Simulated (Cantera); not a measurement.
Feed: 1 mol Fe, 21 mol CO, 64 mol H2, at 20.3 Torr.

Cantera equilibrium calculation (NASA polynomials, part measured and part estimated; ideal gas, pure solids and liquids). Candidate condensed phases: C, C6H6, C7H8, C8H18, Fe, Fe(CO)5, FeO, Fe(OH)2, Fe(OH)3, Fe2O3, Fe3O4, H2O; 114 gas species. Condensed phases not in the tables: cementite and carbon dissolved in iron. Kinetics and transport are ignored.

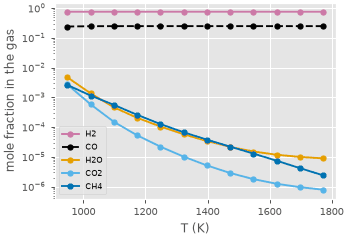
*Equilibrium gas composition (values under 1e-9 drawn at 1e-9)*

From 948 K to 1098 K the condensed part is C(graphite) + Fe(α). At 1173 K the condensed part is Fe(α). From 1248 K to 1623 K the condensed part is Fe(γ). From 1698 K to 1773 K the condensed part is Fe(δ).
